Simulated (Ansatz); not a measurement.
# Zn: a Zn atom hops into a vacancy

One Zn atom is taken out of a 3×3×1 supercell of Zn. How high is the barrier for its neighbour Zn16, 2.65 Å away, to move into the hole? The program relaxes both ends, then the band.

The COD entry's cell or inner coordinates are ideal or old and differ from later refinements, so a difference from it is no clean test against experiment.

Method: DFT LDA, plane waves, PAW, scalar-relativistic, no spin polarisation, in Ansatz 0.2.0.

## (1) Starting point

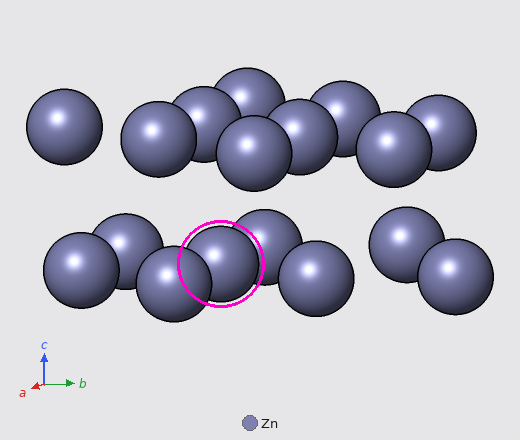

Start, viewed slightly off an axis; zinc blue. Each atom of the cell is drawn once, at one copy chosen for all pictures, so bonds across the cell's faces may be missing. Ringed: Zn16.

The empty site lies at (1.36, 8.47, 1.27) Å, and Zn16 starts at (2.65, 6.15, 1.26) Å. All atoms were shaken by about 0.02 Å to break the symmetry.

Structure file:

```cif
data_structure
_symmetry_space_group_name_H-M 'P 1'
_symmetry_Int_Tables_number 1
_cell_length_a 7.9977
_cell_length_b 7.9977
_cell_length_c 4.9584
_cell_angle_alpha 90.000
_cell_angle_beta 90.000
_cell_angle_gamma 120.000
_cell_volume 274.67
loop_
_atom_site_label
_atom_site_type_symbol
_atom_site_fract_x
_atom_site_fract_y
_atom_site_fract_z
_atom_site_occupancy
Zn1 Zn 0.11600 0.22470 0.25056 1
Zn2 Zn 0.21871 0.11045 0.74819 1
Zn3 Zn 0.11310 0.55471 0.24415 1
Zn4 Zn 0.22731 0.44538 0.75108 1
Zn5 Zn 0.10674 0.88408 0.24230 1
Zn6 Zn 0.22064 0.77240 0.75232 1
Zn7 Zn 0.44395 0.22321 0.25140 1
Zn8 Zn 0.55544 0.10695 0.75298 1
Zn9 Zn 0.44078 0.55439 0.25166 1
Zn10 Zn 0.55317 0.44532 0.74875 1
Zn11 Zn 0.44560 0.88585 0.25599 1
Zn12 Zn 0.55022 0.77551 0.74471 1
Zn13 Zn 0.88684 0.11195 0.74717 1
Zn14 Zn 0.77935 0.55851 0.24481 1
Zn15 Zn 0.89462 0.44351 0.75104 1
Zn16 Zn 0.77562 0.88851 0.25490 1
Zn17 Zn 0.88699 0.77705 0.75224 1
```

## (2) The band

crystal.atoms is the first end and neb.final_atoms the second, which differs in Zn16 alone.

The input, input.yaml:

```yaml
crystal:
  lattice:
    - [7.99774531, 1.0e-08, 0.0]
    - [-3.99887266, 6.92625061, 0.0]
    - [0.0, 0.0, 4.95840007]
  atoms:
    - { symbol: Zn, position: [0.11600296, 0.2247027, 0.2505639] }
    - { symbol: Zn, position: [0.21870721, 0.11044989, 0.74819151] }
    - { symbol: Zn, position: [0.11310158, 0.55470694, 0.24415476] }
    - { symbol: Zn, position: [0.22731483, 0.44537725, 0.75108425] }
    - { symbol: Zn, position: [0.10673864, 0.8840816, 0.24229501] }
    - { symbol: Zn, position: [0.22064065, 0.77240205, 0.75231555] }
    - { symbol: Zn, position: [0.44395143, 0.22321022, 0.25140467] }
    - { symbol: Zn, position: [0.55544287, 0.10695166, 0.75298159] }
    - { symbol: Zn, position: [0.44077776, 0.55438784, 0.25166412] }
    - { symbol: Zn, position: [0.55316775, 0.44532404, 0.74875152] }
    - { symbol: Zn, position: [0.4456047, 0.88584687, 0.25598562] }
    - { symbol: Zn, position: [0.55022375, 0.77550521, 0.74470634] }
    - { symbol: Zn, position: [0.88684208, 0.11195087, 0.74717282] }
    - { symbol: Zn, position: [0.77934988, 0.55851056, 0.24480598] }
    - { symbol: Zn, position: [0.89461915, 0.44350618, 0.75103674] }
    - { symbol: Zn, position: [0.77562483, 0.88851481, 0.25490407] }
    - { symbol: Zn, position: [0.88699179, 0.7770472, 0.75224059] }
kpoints:
  mp_grid: { grid: [2, 2, 3] }
magnetization:
  spin_polarized: false
scf:
  occupations: { method: gaussian, width: 0.1 }
hamiltonian:
  pseudopotentials: { kind: paw }
  xc: lda
basis:
  ecutwfc: 420
neb:
  images: 3
  relax_end_points: true
  climbing: true
  f_tol: 0.1
  max_iterations: 40
  order_check: false
  final_atoms:
    - { symbol: Zn, position: [0.11600296, 0.2247027, 0.2505639] }
    - { symbol: Zn, position: [0.21870721, 0.11044989, 0.74819151] }
    - { symbol: Zn, position: [0.11310158, 0.55470694, 0.24415476] }
    - { symbol: Zn, position: [0.22731483, 0.44537725, 0.75108425] }
    - { symbol: Zn, position: [0.10673864, 0.8840816, 0.24229501] }
    - { symbol: Zn, position: [0.22064065, 0.77240205, 0.75231555] }
    - { symbol: Zn, position: [0.44395143, 0.22321022, 0.25140467] }
    - { symbol: Zn, position: [0.55544287, 0.10695166, 0.75298159] }
    - { symbol: Zn, position: [0.44077776, 0.55438784, 0.25166412] }
    - { symbol: Zn, position: [0.55316775, 0.44532404, 0.74875152] }
    - { symbol: Zn, position: [0.4456047, 0.88584687, 0.25598562] }
    - { symbol: Zn, position: [0.55022375, 0.77550521, 0.74470634] }
    - { symbol: Zn, position: [0.88684208, 0.11195087, 0.74717282] }
    - { symbol: Zn, position: [0.77934988, 0.55851056, 0.24480598] }
    - { symbol: Zn, position: [0.89461915, 0.44350618, 0.75103674] }
    - { symbol: Zn, position: [0.78181439, 1.22323418, 0.25527253] }
    - { symbol: Zn, position: [0.88699179, 0.7770472, 0.75224059] }
```

Started as:

```bash
> ansatz run input.yaml --threads 4 --pin off --max-ram 8192MiB --backend cpu --events-out ev --progress --plain --runs-dir out
```

**Question.** What will these runs give? Wanted: relaxation of the ends; barrier forwards; barrier backwards; second end relative to first; highest image.

As calculated:

| quantity | value |
| --- | --- |
| relaxation of the ends | 0.100 eV lower, moves up to 0.08 Å; 0.065 eV lower, moves up to 0.08 Å |
| barrier forwards | 0.35 eV |
| barrier backwards | 0.35 eV |
| second end relative to first | 0.000 eV |
| highest image | 2 of 0 to 4, climbing |
| band iterations | 4 |

What this shows: The barrier from the first end is 0.35 eV, 14 times kT at 300 K; with a typical attempt rate of 10^13 per second that is roughly 10^7 events a second. Both ends agree in energy to 1 meV. The input switches the test of curvatures off, so the top was not shown to be a first-order saddle. The top still moved by 11 meV in the last iteration, which bounds the digits to trust. The cell of 17 atoms is small, so the barrier is not converged with size. The k-mesh is coarse.
